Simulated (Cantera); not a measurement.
Charge: 1 mol Cr, 3.7 mol N2O, 1.5 mol N2, equilibrated at 2623.15 K.

These are equilibrium values from Cantera (NASA tables, ideal gas, pure condensed phases), not measurements of a reactor. Candidate condensed phases: Cr, CrN, Cr2N, Cr2O3; 14 gas species. Equilibrium is a limit: real reactors are often held back by kinetics, nucleation or transport.

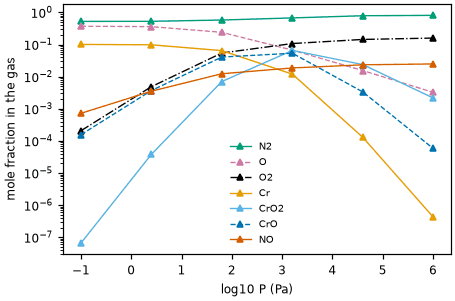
Fig. 1. Equilibrium gas composition (values under 1e-9 drawn at 1e-9)

Q: Read off the mole fractions at 0.400 bar.

A: N2 about 0.79, O2 about 0.14, CrO2 about 0.024, NO about 0.023, O about 0.016, CrO about 0.0034, Cr about 0.00013.
